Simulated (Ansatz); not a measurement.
Pulling on the Ge1–H2 bond in GeH (multiplicity 2 held). Energies count from the point at 1.606 Å.


R- and RO- levels are restricted; in cc, def2 and unpolarised 6-31G sets they are followed outwards from rest. U- levels take the lowest unrestricted solution at each point, which mixes spins at long bonds. Active spaces are followed from rest. Full CI gives the lowest state of the spin. Levels need not reach the same state.

Frozen-core correlation. Filled d and f shells under p-block atoms count as core.

The values were computed with Ansatz (Gaussian orbitals). Each number belongs to the level named beside it.

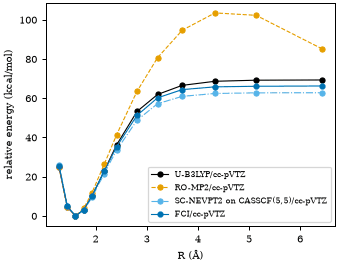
*Relative energy along the coordinate*

Question: Order the other curves in the same basis by their non-parallelity to FCI/cc-pVTZ (largest less smallest deviation, whatever its cause), smallest first.

Answer: SC-NEVPT2 on CASSCF(5,5)/cc-pVTZ (4.0 kcal/mol), RO-MP2/cc-pVTZ (38.5 kcal/mol)

Doubts at one or more of the structures used: a spin-contaminated determinant (U-B3LYP/cc-pVTZ); a restricted determinant that unrestricted orbitals would lower (RO-MP2/cc-pVTZ).

Ansatz is a quantum-chemistry and plane-wave program.
